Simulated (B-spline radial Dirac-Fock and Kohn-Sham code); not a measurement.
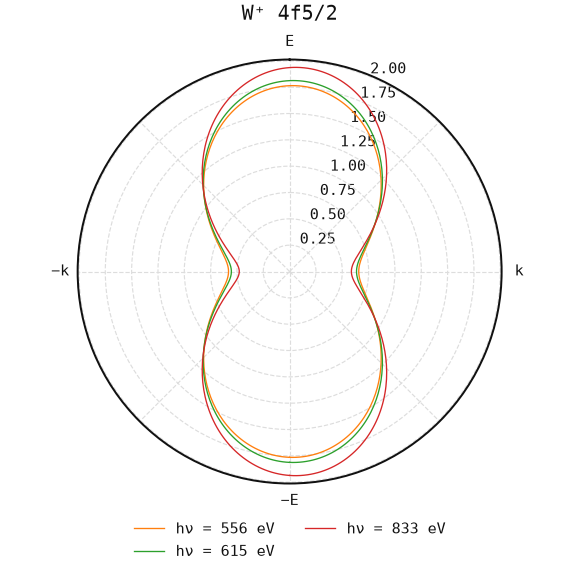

Figure. Angular distribution of photoelectrons from N6 (4f5/2) in the plane of the polarisation E (up) and the photon direction k (right), relative to an isotropic one. It refers to the ion W⁺. Method: a Dirac–Hartree–Slater potential; 1 + βP₂(cos θ) + (δ + γ cos²θ) sin θ cos φ with E1 and E1–E2 terms (computed with a B-spline radial code). Open shells are averaged over j.

What can be read from it?

At 556 eV, β = 0.764, γ = 0.028 and δ = 0.038. At 615 eV, β = 0.812, γ = 0.038 and δ = 0.041. At 833 eV, β = 0.936, γ = 0.084 and δ = 0.054. At 833 eV the emission 45° forward of E is 1.1 times that 45° backward, and the lobe peaks 3.0° from E towards k.
